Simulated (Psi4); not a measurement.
# CBrCl2F (bromodichlorofluoromethane): levels of theory compared

Wanted: a comparison of 3 runs (BLYP/cc-pVDZ, PBE/cc-pVDZ, SVWN5/cc-pVDZ) of CBrCl2F (bromodichlorofluoromethane). 

The calculation is run with Psi4 1.11.

6 further runs of the same task are left out: 6 that didn't finish.

## (1) The system as given

The species is CBrCl2F (5 atoms), meant as a singlet with charge 0. SMILES: `FC(Cl)(Cl)Br`. The C2–Br5 distance was set to 3.493 Å, away from the relaxed value. At this shape a bond of the SMILES string is far longer than usual.

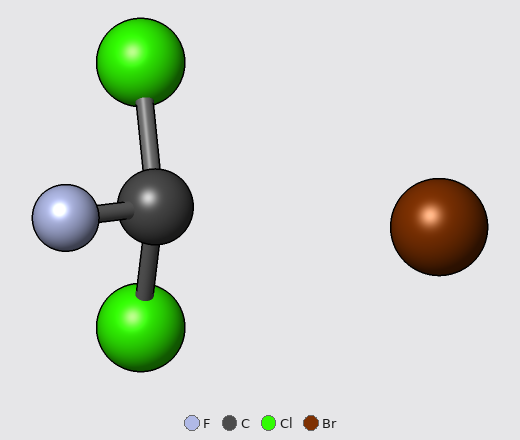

Viewed from a chosen angle; fluorine light blue, carbon dark grey, chlorine green, bromine brown.

## (2) The energy at BLYP/cc-pVDZ (run 1)

cbrcl2f.xyz reads:

```xyz
5
CBrCl2F
F     -0.538351    -1.326449     1.954247
C     -0.400151    -1.437849     0.634247
Cl     0.862649    -2.611049     0.298247
Cl    -1.930251    -1.963249    -0.048853
Br     0.484000     1.695200    -0.630600
```

run.py reads:

```python
import psi4

psi4.set_memory(1600000000)
psi4.set_num_threads(1)
psi4.set_output_file('cbrcl2f.out', False)

with open('cbrcl2f.xyz') as f:
    atoms = ''.join(f.readlines()[2:])
molecule = psi4.geometry('0 1\n' + atoms + 'symmetry c1\nno_reorient\nno_com')

psi4.set_options({
    'basis': 'cc-pVDZ',
    'reference': 'rks',
    'puream': True,
    'e_convergence': 1e-09,
    'd_convergence': 1e-06,
    'scf_type': 'pk',
    'dft_radial_points': 99,
    'dft_spherical_points': 590,
    'level_shift': 0.3,
    'level_shift_cutoff': 1e-09,
    'maxiter': 150,
})

e, wfn = psi4.energy("blyp", return_wfn=True)
psi4.oeprop(wfn, "MULLIKEN_CHARGES", "MAYER_INDICES", "DIPOLE")
print(f'total energy {e:.8f} hartree = {e * 27.211386:.5f} eV')
```

Run with:

```sh
python run.py
```

cbrcl2f.out:

```text
[...]
  Running in c1 symmetry.
[...]
  Nuclear repulsion =  414.951965201277460
[...]
  Multiplicity = 1
[...]
  Nalpha       = 42
  Nbeta        = 42
[...]
    Number of basis functions: 91
[...]
   @RKS iter   1: -3631.97891638813189   -1.09533e+00   8.61922e-03 DIIS/ADIIS/SHIFT
[...]
   @RKS iter 105: -3632.38019117288923   -1.00044e-11   7.07355e-07 DIIS/SHIFT
[...]
  @RKS Final Energy: -3632.38019117288923
   => Energetics <=
    Nuclear Repulsion Energy =            414.9519652012774600
    One-Electron Energy =               -5869.4072908153066237
    Two-Electron Energy =                1985.5933322371506620
    DFT Exchange-Correlation Energy =    -163.5181977960112079
    Empirical Dispersion Energy =           0.0000000000000000
    VV10 Nonlocal Energy =                  0.0000000000000000
    Total Energy =                      -3632.3801911728892264
[...]
 Multipole Moments:
 ------------------------------------------------------------------------------------
     Multipole            Electronic (a.u.)      Nuclear  (a.u.)        Total (a.u.)
 ------------------------------------------------------------------------------------
 L = 1.  Multiply by 2.5417464519 to convert [e a0] to [Debye]
 Dipole X            :         15.5528853          -15.9781994           -0.4253142
 Dipole Y            :         72.0859977          -73.6921398           -1.6061421
 Dipole Z            :         -6.3084692            6.7319660            0.4234968
 Magnitude           :                                                    1.7146236
[...]
```

The script printed:

```text
total energy -3632.38019117 hartree = -98842.09948 eV
```

Wall time 83 s (1 thread of Intel Xeon Platinum 8259CL at 2.50GHz (Skylake/Cascade Lake), shared host); peak memory 1.1 GiB.

## (3) Energy and gradient at PBE/cc-pVDZ (run 2)

job.py reads:

```python
import psi4

psi4.set_memory('1600 MB')
psi4.set_num_threads(1)
psi4.core.set_output_file('cbrcl2f.out', False)

m = psi4.geometry("""
0 1
F     -0.538351    -1.326449     1.954247
C     -0.400151    -1.437849     0.634247
Cl     0.862649    -2.611049     0.298247
Cl    -1.930251    -1.963249    -0.048853
Br     0.484000     1.695200    -0.630600
symmetry c1
no_reorient
no_com
""")

options = {'basis': 'cc-pVDZ', 'puream': True, 'e_convergence': 1e-09, 'd_convergence': 1e-06, 'scf_type': 'pk', 'dft_radial_points': 99, 'dft_spherical_points': 590, 'level_shift': 0.3, 'level_shift_cutoff': 1e-09, 'maxiter': 150}
psi4.set_options(options)

e, wfn = psi4.gradient("pbe", molecule=m, return_wfn=True)
print('gradient / Eh bohr^-1')
print(e.np.round(6))
print(f'energy = {wfn.energy():.10f} Eh')
```

Run with:

```sh
python job.py
```

cbrcl2f.out:

```text
[...]
  Running in c1 symmetry.
[...]
  Nuclear repulsion =  414.951965201277460
[...]
  Multiplicity = 1
[...]
  Nalpha       = 42
  Nbeta        = 42
[...]
    Number of basis functions: 91
[...]
   @RKS iter   1: -3631.08509335848930   -1.09624e+00   8.48566e-03 DIIS/ADIIS/SHIFT
[...]
   @RKS iter 118: -3631.47925587276404   -1.53250e-10   8.89497e-07 DIIS/SHIFT
[...]
  @RKS Final Energy: -3631.47925587276404
   => Energetics <=
    Nuclear Repulsion Energy =            414.9519652012774600
    One-Electron Energy =               -5869.3096497931510385
    Two-Electron Energy =                1985.4813938344821054
    DFT Exchange-Correlation Energy =    -162.6029651153730526
    Empirical Dispersion Energy =           0.0000000000000000
    VV10 Nonlocal Energy =                  0.0000000000000000
    Total Energy =                      -3631.4792558727640426
[...]
  -Total Gradient:
     Atom            X                  Y                   Z
    ------   -----------------  -----------------  -----------------
       1       -0.005375176970    -0.020488975396     0.005021109179
       2        0.008793031152     0.031953232053    -0.011184357743
       3       -0.007979881994    -0.014134988965     0.006461314215
       4       -0.000683219844    -0.015826157822     0.007369465672
       5        0.005242977452     0.018489664064    -0.007662477932
[...]
```

Standard output:

```text
gradient / Eh bohr^-1
[[-0.005375 -0.020489  0.005021]
 [ 0.008793  0.031953 -0.011184]
 [-0.00798  -0.014135  0.006461]
 [-0.000683 -0.015826  0.007369]
 [ 0.005243  0.01849  -0.007662]]
energy = -3631.4792558728 Eh
```

Wall time 3.8 min (1 thread of Intel Xeon Platinum 8259CL at 2.50GHz (Skylake/Cascade Lake), shared host); peak memory 1.1 GiB.

## (4) The energy at SVWN5/cc-pVDZ (run 3)

cbrcl2f.inp reads:

```
memory 1600 MB

molecule {
  F     -0.538351    -1.326449     1.954247
  C     -0.400151    -1.437849     0.634247
  Cl     0.862649    -2.611049     0.298247
  Cl    -1.930251    -1.963249    -0.048853
  Br     0.484000     1.695200    -0.630600
  symmetry c1
}

set globals {
  basis cc-pVDZ
  puream true
  e_convergence 1e-09
  d_convergence 1e-06
  scf_type pk
  dft_radial_points 99
  dft_spherical_points 590
  level_shift 0.3
  level_shift_cutoff 1e-09
  maxiter 150
}

E, wfn = energy("scf", dft_functional={"name": "SVWN5", "x_functionals": {"LDA_X": {}}, "c_functionals": {"LDA_C_VWN": {}}}, return_wfn=True)
oeprop(wfn, "LOWDIN_CHARGES", "DIPOLE", "QUADRUPOLE")
```

Run with:

```sh
psi4 -n 1 cbrcl2f.inp cbrcl2f.out
```

cbrcl2f.out:

```text
[...]
  Running in c1 symmetry.
[...]
  Nuclear repulsion =  414.951965201277517
[...]
  Multiplicity = 1
[...]
  Nalpha       = 42
  Nbeta        = 42
[...]
    Number of basis functions: 91
[...]
   @RKS iter   1: -3624.48733868838872   -1.07362e+00   8.52258e-03 DIIS/ADIIS/SHIFT
[...]
   @RKS iter 122: -3624.88603248345908   -3.23325e-10   6.34831e-07 DIIS/SHIFT
[...]
  @RKS Final Energy: -3624.88603248345908
   => Energetics <=
    Nuclear Repulsion Energy =            414.9519652012775168
    One-Electron Energy =               -5868.9577905810238008
    Two-Electron Energy =                1985.0757165613829329
    DFT Exchange-Correlation Energy =    -155.9559236650962077
    Empirical Dispersion Energy =           0.0000000000000000
    VV10 Nonlocal Energy =                  0.0000000000000000
    Total Energy =                      -3624.8860324834590756
[...]
 Multipole Moments:
 ------------------------------------------------------------------------------------
     Multipole            Electronic (a.u.)      Nuclear  (a.u.)        Total (a.u.)
 ------------------------------------------------------------------------------------
 L = 1.  Multiply by 2.5417464519 to convert [e a0] to [Debye]
 Dipole X            :          3.0370704           -3.4755205           -0.4384501
 Dipole Y            :         11.4606833          -13.1201051           -1.6594218
 Dipole Z            :         -3.0424071            3.4719985            0.4295914
 Magnitude           :                                                    1.7693129
 L = 2.  Multiply by 1.3450342976 to convert [e a0^2] to [Debye ang]
 Quadrupole XX       :       -348.3363215          310.4962338          -37.8400877
 Quadrupole XY       :       -217.8410954          217.6701942           -0.1709012
[...]
```

Wall time 74 s (1 thread of Intel Xeon Platinum 8259CL at 2.50GHz (Skylake/Cascade Lake), shared host); peak memory 0.7 GiB.

## (5) Overview of the runs

| run | level | task | energy (Eh) | dipole moment (D) | HOMO energy (eV) | wall time |
| --- | --- | --- | --- | --- | --- | --- |
| 1 | BLYP/cc-pVDZ | energy | -3632.380191 | 4.36 | -5.88 | 83 s |
| 2 | PBE/cc-pVDZ | gradient | -3631.479256 | 4.45 | -6.09 | 3.8 min |
| 3 | SVWN5/cc-pVDZ | energy | -3624.886032 | 4.50 | -6.19 | 74 s |

## (6) Outcome

```
            quantity           value
 run 3: total energy  -3624.88603 Eh
run 3: dipole moment          4.50 D
  run 3: HOMO energy        -6.19 eV
```

**Reading.** The dipole moment (its size) runs from 4.36 D (BLYP/cc-pVDZ) to 4.50 D (SVWN5/cc-pVDZ). Totals of different functionals can't be ranked against each other. In runs 1, 2, 3 a closed-shell determinant meets a far-stretched bond, which it describes badly. All runs together took 6.4 min, the longest 3.8 min.
